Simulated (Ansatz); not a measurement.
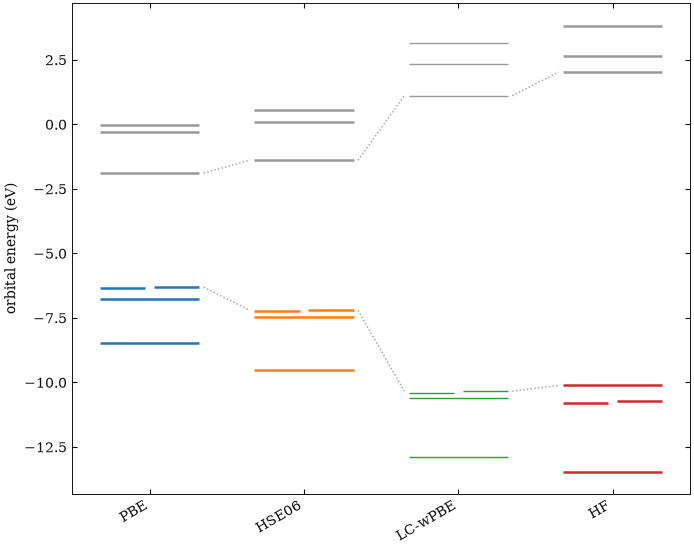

Frontier orbital energies of C₄H₉Al, SMILES C=[CH][Al]([CH3])[CH3], singlet at one geometry, def2-TZVPP, the Ansatz code 0.2.0, at a PBE0-D4/def2-TZVP geometry (a minimum by its frequencies). Empty levels are grey, levels within 0.1 eV stand side by side; all columns show the same few orbitals around the gap. Dotted lines join the HOMOs and the LUMOs.

Question: How do the frontier levels move from column to column?

Answer: The separation grows from 4.42 eV (PBE) to 12.14 eV (HF).

```
  level  HOMO (eV)  LUMO (eV)  separation (eV)
    PBE      −6.31      −1.89             4.42
  HSE06      −7.21      −1.39             5.82
LC-wPBE     −10.34       1.11            11.45
     HF     −10.11       2.03            12.14
```

Caveats, for all or some of the runs: empty levels above zero depend strongly on the basis; one conformer of a flexible molecule.
